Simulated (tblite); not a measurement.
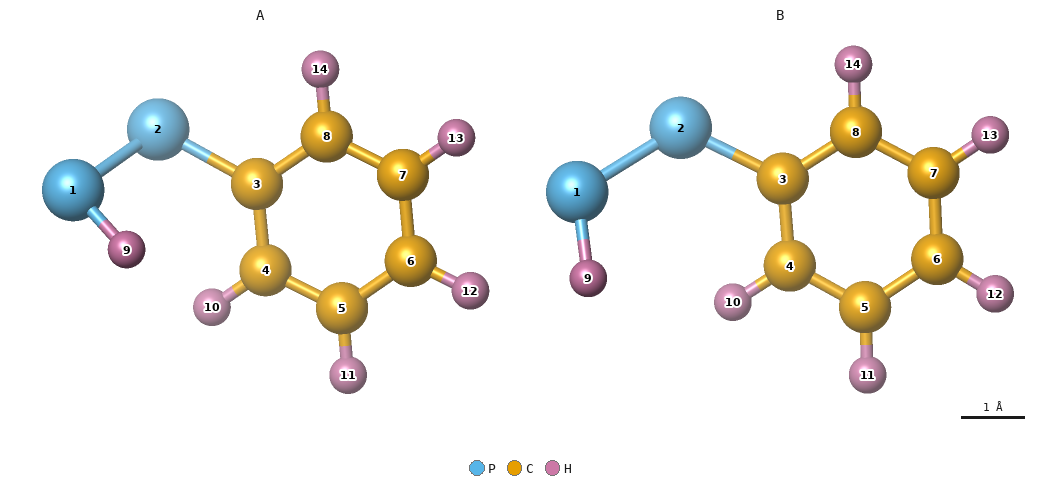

Two geometries of C6H6P2, drawn at one scale. One is the start of a relaxation, the other its converged end. The picture is a ball-and-stick view, seen face on.

Theory: tblite 0.8.0, GFN2-xTB geometry optimisation, gas phase. 

Which geometry has the lower energy?

Answer. Structure A is the relaxed one. The energy falls by 0.345 eV in 75 geometry steps. The atom that moves furthest after the best rigid fit is H9 (1.13 Å). Largest moves by element: H 1.13 Å, P 0.39 Å, C 0.26 Å. Among the contacts that change: P1–H9 1.453 → 1.404 Å, P1–P2 2.008 → 2.033 Å, C7–H13 1.103 → 1.080 Å, C7–C8 1.403 → 1.382 Å. Among the angles between lasting bonds that change: P2–P1–H9 117.1° → 99.0°, P1–P2–C3 119.5° → 104.5°, C5–C6–H12 115.4° → 120.0°. Groups turn about P2–C3 by about 25°.
